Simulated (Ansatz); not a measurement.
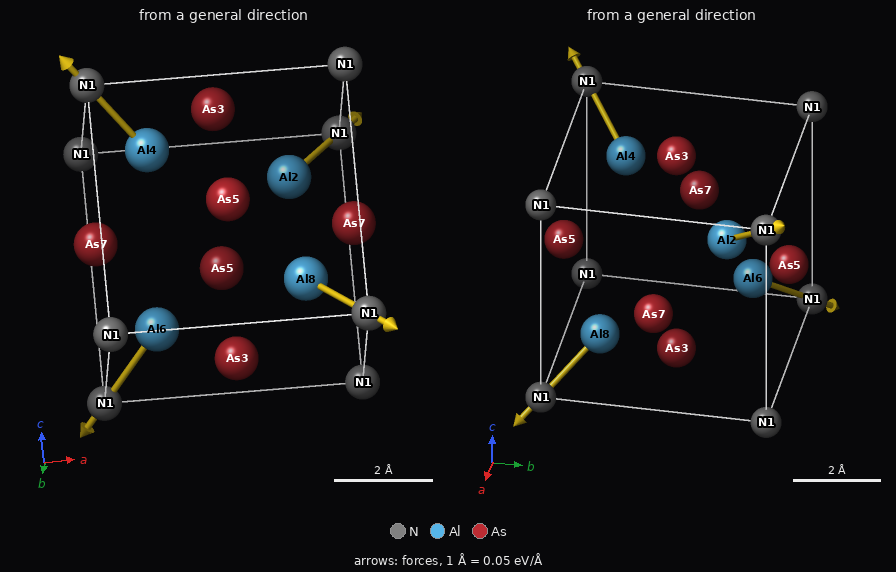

Figure: spheres-only view from two general directions. The frame is the simulation cell; atoms at its boundary are shown with their periodic copies. The arrows are the computed forces on the atoms.

System: Al$_{4}$As$_{3}$N. Calculation details: Ansatz 0.2.0, DFT, PBE with spin-orbit coupling, plane waves, PAW; a kinetic-energy cutoff of 420 eV, a 6×6×6 mesh of k-points, Fermi-Dirac smearing of 0.02 eV, no moments seeded, so the run stays non-magnetic, spinor wavefunctions.

> Is the structure at a minimum of the energy?

No. The atoms still feel forces of up to about 0.13 eV/Å, above a usual threshold of 0.01 to 0.03 eV/Å.

> On which atom is the force largest?

All Al atoms, about 0.13 eV/Å.

Provenance: a structure type filled with these elements by a generator (whether the compound takes this form wasn't checked). Earlier steps of the study may have refined or changed the cell and positions. A calculation with Ansatz used it as input.
